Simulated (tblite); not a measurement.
## Frequency calculation of C5H14BGeN

C5H14BGeN, computed with GFN2-xTB harmonic vibrations, gas phase (tblite 0.8.0).

It belongs to a series of runs on one base structure; here: C replaced by Ge.

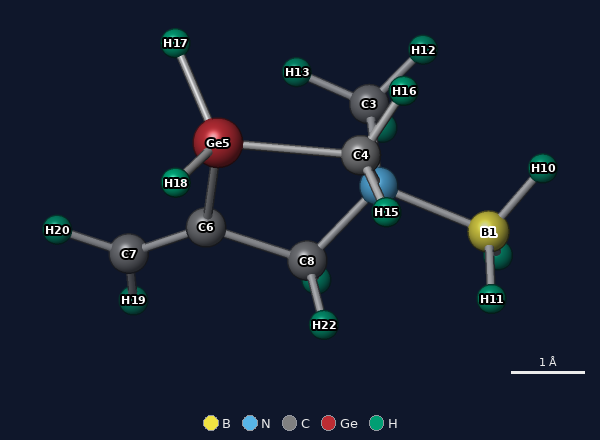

Figure 1. The input geometry (ball-and-stick view, seen at a tilt; atoms are numbered from 1 in the order of the input). Sticks mark near contacts.

Input file:
```
{"job": {"kind": "ir", "xc": "GFN2-xTB", "basis": "xTB"}, "charge": 0, "multiplicity": 1}
B     -1.751369     1.390755     0.821781
N     -0.724215     0.264075     0.205073
C     -1.346302    -0.376425    -0.945204
C     -0.413796    -0.739974     1.223964
Ge     1.224141    -1.660570     0.574686
C      1.571055    -0.108876    -0.572242
C      2.501507     0.085097    -1.491400
C      0.525014     0.910742    -0.211345
H     -1.957839     2.171312    -0.056336
H     -2.733286     0.801468     1.155102
H     -1.182743     1.889198     1.746713
H     -2.280832    -0.840848    -0.637979
H     -0.685602    -1.136083    -1.379084
H     -1.571761     0.374965    -1.698779
H     -0.195988    -0.216185     2.157095
H     -1.290198    -1.359218     1.404041
H      1.033984    -2.955169    -0.172418
H      2.261499    -1.917790     1.629373
H      2.563045     1.000223    -2.062535
H      3.250258    -0.660712    -1.701681
H      0.313000     1.600945    -1.028918
H      0.880017     1.502457     0.638458
```

The first line tells a small driver script what to run in tblite; the rest is the geometry in Å.

Run on 1 CPU thread, shared host.

Launch command:
```bash
OMP_NUM_THREADS=1 python <driver script> task.json out
```

The program's output:
```
mode    cm-1     km/mol
  1      79.2      0.31
  2     147.5      6.44
  3     212.4      2.57
  4     217.8      8.81
  5     262.2      3.33
  6     274.9     10.70
  7     294.0      0.60
  8     311.8      1.62
  9     357.6     10.42
 10     408.9     18.22
 11     421.7      5.00
 12     451.8      7.72
 13     484.3      8.00
 14     544.7      9.12
 15     553.5     19.93
 16     580.1    186.72
 17     630.2     59.91
 18     680.2     15.23
 19     756.6     23.27
 20     787.9     56.09
 21     847.7    240.24
 22     885.5     30.92
 23     899.6     27.84
 24     905.9     20.15
 25     908.4     38.15
 26     952.7     16.11
 27     958.9      3.49
 28    1038.6     15.17
 29    1070.0      3.76
 30    1104.1      3.35
 31    1129.1     27.63
 32    1156.3      3.64
 33    1171.9    218.67
 34    1225.1      1.16
 35    1244.5     24.56
 36    1257.7     51.59
 37    1273.0     26.74
 38    1292.1      2.12
 39    1293.3      0.54
 40    1409.4      2.45
 41    1412.0      2.28
 42    1450.4     10.62
 43    1454.9      1.67
 44    1459.0      4.59
 45    1489.4     16.55
 46    1695.0      0.73
 47    1940.3    258.22
 48    2013.1    444.38
 49    2414.0    303.31
 50    2430.2    294.96
 51    2456.3    163.94
 52    2917.4     54.85
 53    2940.9     11.28
 54    2959.1     20.07
 55    2990.4     18.92
 56    3002.7     14.26
 57    3033.7     14.28
 58    3038.5     14.10
 59    3063.2     39.07
 60    3103.7     23.71
```

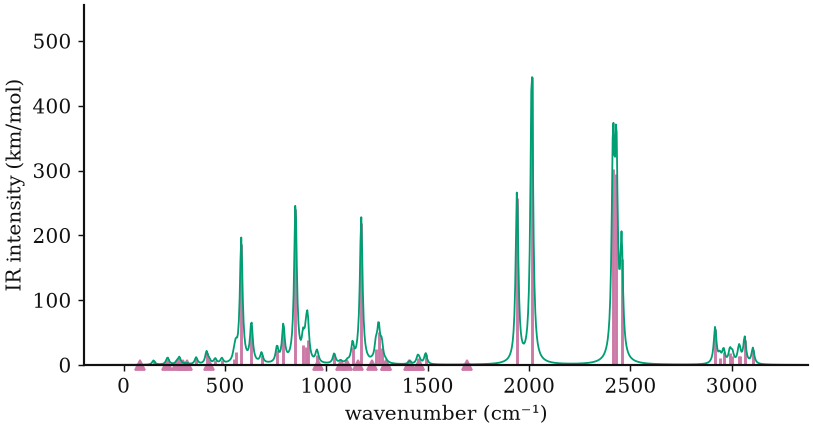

Figure 2. Harmonic infrared spectrum, unscaled: sticks (degenerate modes added up, dark ones marked on the axis) with a Lorentzian envelope of 16 cm⁻¹ full width, scaled to the tallest stick. 60 modes from 79 to 3104 cm⁻¹, none imaginary. The strongest line is at 2013 cm⁻¹ (444 km/mol).

Summary:

| quantity | value |
| --- | --- |
| outcome | converged |
| total energy | −650.1011 eV |
| zero-point energy | 111.1430 kcal/mol |
| wall time | 1.2 s |
| peak memory | 0.18 GiB |
